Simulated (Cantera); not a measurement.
Feed: 1 mol TiO₂, 0.43 mol H₂, a varied amount of N₂, at 1675 K and 0.000470 bar.

Equilibrium computed with Cantera from the NASA thermochemical tables; the gas is ideal and each condensed phase is pure. Candidate condensed phases: H₂O, Ti, TiN, TiO, TiO₂, Ti₂O₃, Ti₃O₅, Ti₄O₇; 27 gas species. Mutual solubility and eutectic melting of coexisting phases are not modelled. Condensed phases not in the tables: Magnéli phases beyond Ti₄O₇. Kinetics and transport are ignored.

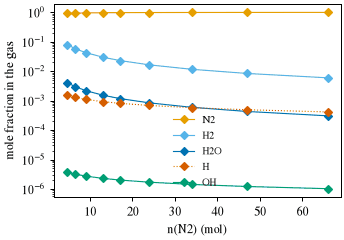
Fig. 1. Equilibrium gas composition (values under 1e-9 drawn at 1e-9)

Read off the mole fractions at 24 mol N₂.

N₂ about 0.98, H₂ about 0.016, H₂O about 0.00084, H about 0.00069, OH about 1.7e-6.
